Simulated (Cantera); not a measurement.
Feed: 1 mol BF3, 14 mol N2, held at 0.0110 bar.

Method: chemical equilibrium by Gibbs-energy minimisation in Cantera with the NASA 1993 tables (ideal gas, pure condensed phases). Candidate condensed phases: B, BN; 13 gas species. The tables' values for BF2 are old estimates; treat these amounts as uncertain. Kinetics and transport are ignored.

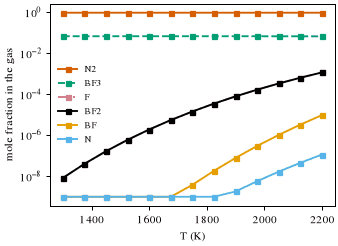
Figure: Equilibrium gas composition (values under 1e-9 drawn at 1e-9)

From 1300 K to 2200 K nothing is condensed. The main B-bearing gas is BF3 throughout.
